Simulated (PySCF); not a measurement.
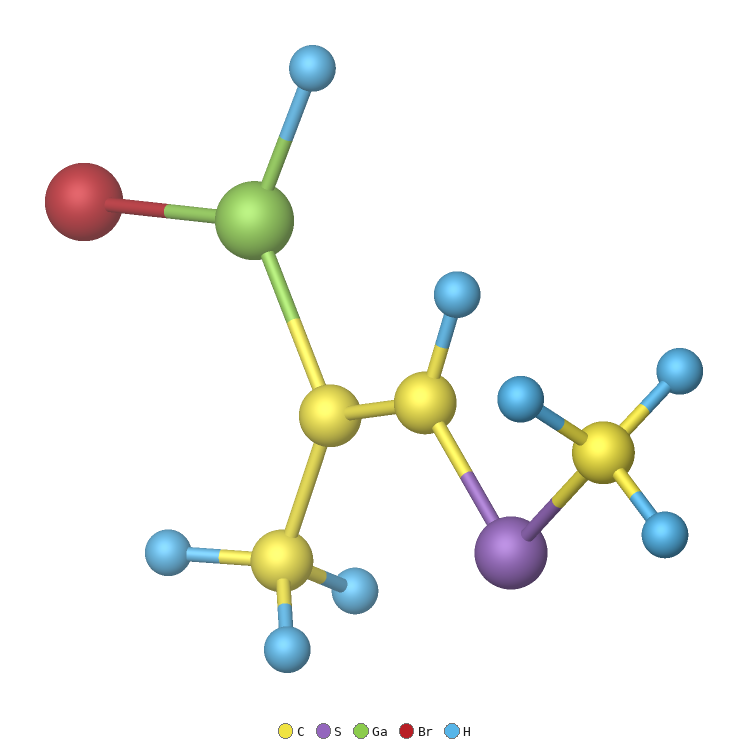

The geometry was computed by an optimisation with GFN2-xTB. No frequency run is at hand to confirm it as a minimum.

Give the structural formula.

SMILES: CS/C=[C](\C)[GaH][Br]

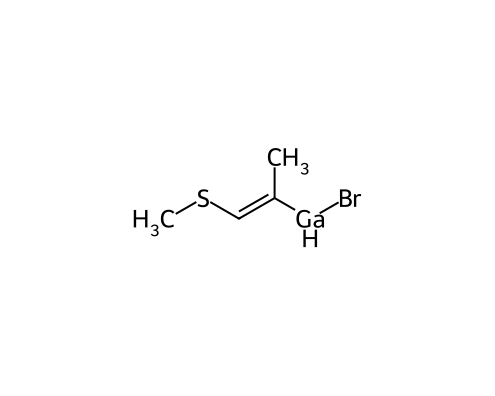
